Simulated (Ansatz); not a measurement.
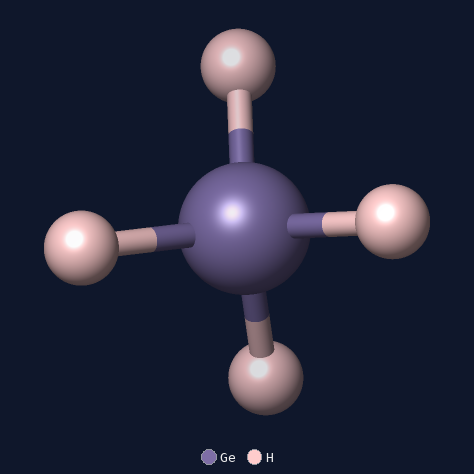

The picture shows a molecular structure as a ball-and-stick model. Every bond is drawn as one stick, whatever its order.

Computed geometry: PBE0-D4/def2-TZVP optimisation.

Question: Which formula does it have?

Answer: GeH4, 5 atoms: 1 germanium and 4 hydrogen.

Question: Which point group does it belong to?

Answer: Td.

Question: How many bonds of each kind are drawn?

Answer: 4 Ge–H. Sticks follow a distance rule.

Question: How many sets of symmetry-equivalent atoms are there?

Answer: 2: 1 Ge, 4 H.

The parts below concern this one geometry. Atoms keep their numbers from picture to picture.

**Shape**

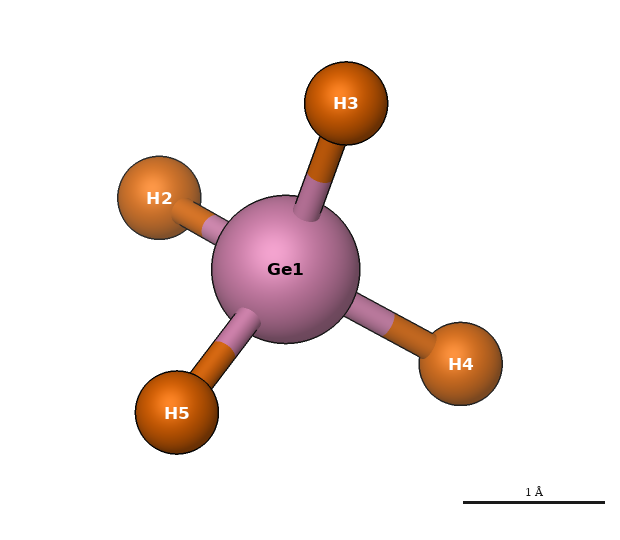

Give the bond lengths.

```csv
bond,length (Å)
Ge1–H2,1.534
Ge1–H3,1.534
Ge1–H4,1.534
Ge1–H5,1.534
```

**Electronic properties**

Level of theory: RKS PBE0-D4/def2-TZVPP (Ansatz 0.2.0).

What does the calculation give?

- HOMO energy (Kohn–Sham orbital): −9.65 eV
- LUMO energy (Kohn–Sham orbital): 1.07 eV
- HOMO–LUMO gap: 10.72 eV

**Thermal motion**

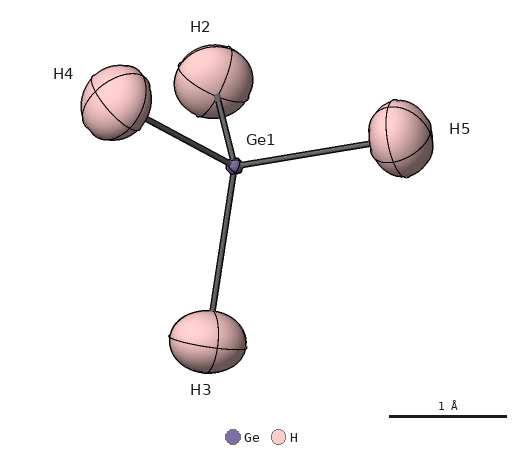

Displacement ellipsoids at the 50 % level, enlarged 2 times, from the internal vibrations of the free molecule (harmonic, no overall translation or rotation; no half-axis is drawn under 0.075 Å). Vibrations computed with RKS PBE0-D4/def2-TZVP (Ansatz 0.2.0). Temperature: 100 K.

Give the displacement parameters, one line for each set of equivalent atoms.

```json
{"atom": "Ge1", "U_eq (Å²)": "0.00001", "rms amplitudes (Å)": "0.003, 0.003, 0.003"}
{"atom": "H2, H3, H4, H5", "U_eq (Å²)": "0.0105", "rms amplitudes (Å)": "0.087, 0.109, 0.109"}
```

**Vibrations**

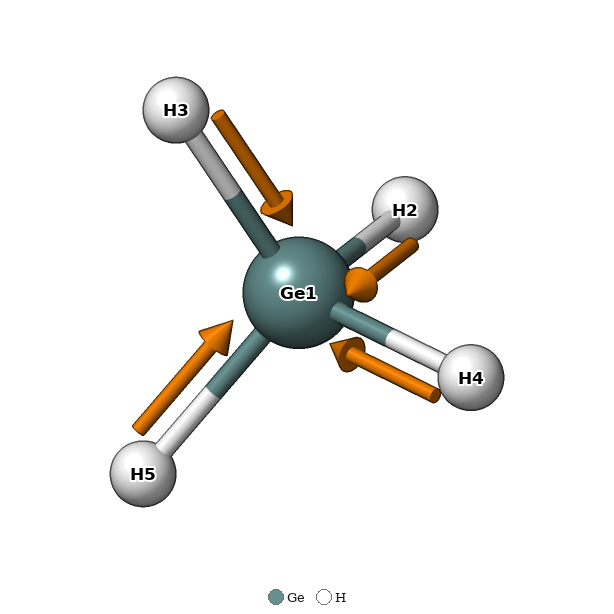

The arrows show one normal mode. Harmonic vibrations computed with RKS PBE0-D4/def2-TZVP (Ansatz 0.2.0) at a stationary point of the same level.

Question: Describe the motion.

Answer: Mostly in-phase stretching of 4 Ge–H bonds.

Question: Estimate its harmonic wavenumber.

Answer: 2169 cm⁻¹; it is mode 6 of 9 counted from the lowest.
